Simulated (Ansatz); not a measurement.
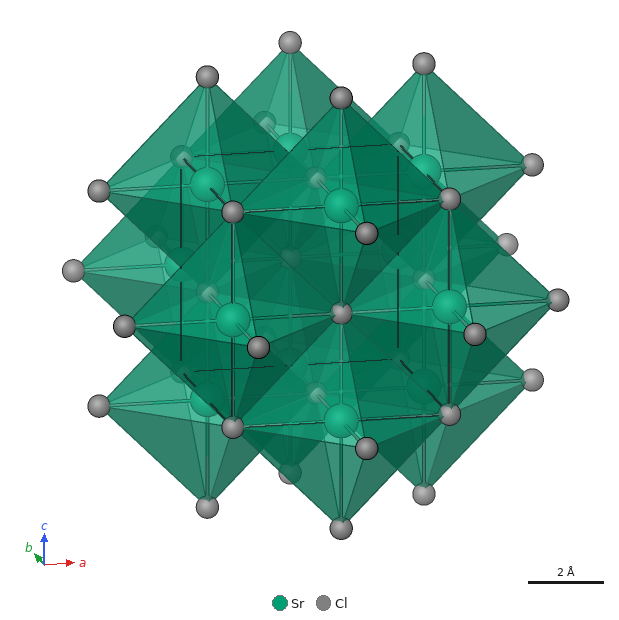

Figure: polyhedral view slightly off an axis. One conventional unit cell is framed, with atoms on its boundary repeated. Some atoms of the next cells are drawn as well.

Sr$_{3}$Cl$_{4}$, space group Pm-3m (No. 221), a = 5.972 Å, b = 5.972 Å, c = 5.972 Å, α = 90.00°, β = 90.00°, γ = 90.00°. Source of the structure: a random cell made by a generator, so it need not be a real form of the compound. Earlier steps of the study may have refined or changed the cell and positions. It was run through Ansatz as a DFT input.

This one geometry was computed with Ansatz (DFT, plane waves, PAW) at three levels of theory: PBE, PBEsol and r2SCAN.

> Which level gives the highest pressure at this volume, and what does that say about its equilibrium volume?

Highest: PBE (0.0 GPa), which points to the largest equilibrium volume. Lowest, with the smallest volume: PBEsol (-1.8 GPa). Levels within 0.5 GPa of each other can't be told apart.

> How does the band gap change with the level of theory?

All levels give a metal.

> Collect the results in a table.

| level | cutoff (eV) | k-mesh of the run's cell | gap (eV) | pressure (GPa) |
| --- | --- | --- | --- | --- |
| PBE | 420 | 6×6×6 | metal | 0.0 |
| PBEsol | 420 | 6×6×6 | metal | -1.8 |
| r2SCAN | 500 | 6×6×6 | metal | -1.0 |

Gaps are taken on the k-mesh or band path of each run.
